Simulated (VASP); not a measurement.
Band structure of MgSe (rock salt). Calculation: r2SCAN meta-GGA, VASP's PBE PAW potentials (set 64) (plane waves; VASP).

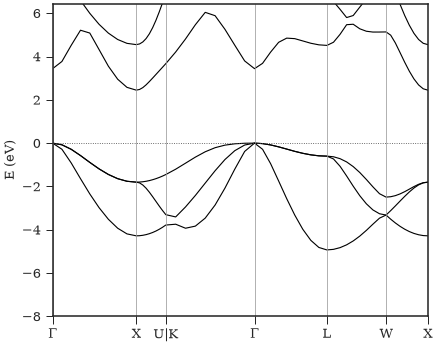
Figure: Bands along high-symmetry lines, zero at the valence-band maximum or, without a gap, the Fermi level

### Question
Read the plot: is there a gap, and where are the band edges?

### Answer
The gap is indirect, 2.45 eV, from the valence maximum at Γ to the conduction minimum at X.

The compound is MgSe in the rock salt structure. It was relaxed first.
